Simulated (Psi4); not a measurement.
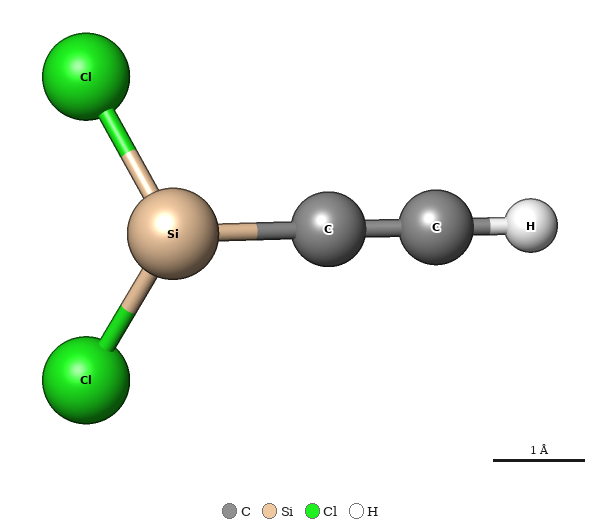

Fig. 1: The input geometry (ball-and-stick view, seen at an oblique angle).

# Single-point calculation, with input and output: C2HCl2Si

C2HCl2Si, multiplicity 2, set up with MP2/aug-cc-pVDZ, UHF (Psi4 1.11).

The geometry comes from this level: PBE0-D4/def2-TZVP.

Input (calc.dat):
```
memory 1600 mb

molecule {
  0 2
  C      1.324500     0.483500     1.111500
  C      0.521500     0.095400     0.297200
  Si    -0.504400    -0.583800    -1.021800
  Cl    -1.914000    -1.830600    -0.226100
  Cl    -1.406000     0.937000    -2.046300
  H      2.020400     0.834500     1.839400
  symmetry c1
}

set basis aug-cc-pVDZ
set reference uhf
set puream true
set scf_type cd
set num_frozen_docc 17
set cholesky_tolerance 1e-05
set maxiter 100

result, w = energy("mp2", return_wfn=True)
print_variables()
```

Machine: 1 thread of Intel Xeon (Sapphire Rapids), 16 GiB of memory available, shared host.

Launched with:
```bash
psi4 -i calc.dat -o calc.out -n 1
```

Log:
```
Psi4 1.11 release

   => Loading Basis Set <=

    Name: AUG-CC-PVDZ
    Role: ORBITAL
    Keyword: BASIS

         ---------------------------------------------------------
                                   SCF
                              UHF Reference
                        1 Threads,   1525 MiB Core
         ---------------------------------------------------------

  ==> Geometry <==

    Molecular point group: c1
    Full point group: C1

    Geometry (in Angstrom), charge = 0, multiplicity = 2:

       Center              X                  Y                   Z               Mass
    ------------   -----------------  -----------------  -----------------  -----------------
         C            2.186994499380     0.807226579111     1.837907958585    12.000000000000
         C            1.383994499380     0.419126579111     1.023607958585    12.000000000000
         SI           0.358094499380    -0.260073420889    -0.295392041415    27.976926534650
         CL          -1.051505500620    -1.506873420889     0.500307958585    34.968852682000
         CL          -0.543505500620     1.260726579111    -1.319892041415    34.968852682000
         H            2.882894499380     1.158226579111     2.565807958585     1.007825032230

  Running in c1 symmetry.

  Rotational constants: A =      0.08147  B =      0.07493  C =      0.04104 [cm^-1]
  Rotational constants: A =   2442.41879  B =   2246.27330  C =   1230.24217 [MHz]
  Nuclear repulsion =  293.774262050739480

  Charge       = 0
  Multiplicity = 2
  Electrons    = 61
  Nalpha       = 31
  Nbeta        = 30

  ==> Algorithm <==

  SCF Algorithm Type is CD.
  DIIS enabled.
  MOM disabled.
  Fractional occupation disabled.
  Guess Type is SAD.
  Energy threshold   = 1.00e-08
  Density threshold  = 1.00e-08
  Integral threshold = 1.00e-12

  ==> Primary Basis <==

  Basis Set: AUG-CC-PVDZ
    Blend: AUG-CC-PVDZ
    Number of shells: 56
    Number of basis functions: 136
    Number of Cartesian functions: 146
    Spherical Harmonics?: true
    Max angular momentum: 2

  ==> Integral Setup <==

RuntimeError:
Fatal Error: Not enough memory for CD.

Printing out the relevant lines from the Psithon --> Python processed input file:
    core.set_global_option("PUREAM", "true")
    core.set_global_option("SCF_TYPE", "cd")
    core.set_global_option("NUM_FROZEN_DOCC", 17)
    core.set_global_option("CHOLESKY_TOLERANCE", 1e-05)
    core.set_global_option("MAXITER", 100)
--> result, w = energy("mp2", return_wfn=True)
    print_variables()

!----------------------------------------------------------------------------------!
!                                                                                  !
! Fatal Error: Not enough memory for CD.                                           !
!                                                                                  !
!----------------------------------------------------------------------------------!

    Psi4 run time: 0:00:21.80
```

Outcome:

- outcome: refused by the program

What went wrong:

The program refused the input: “Fatal Error: Not enough memory for CD.”
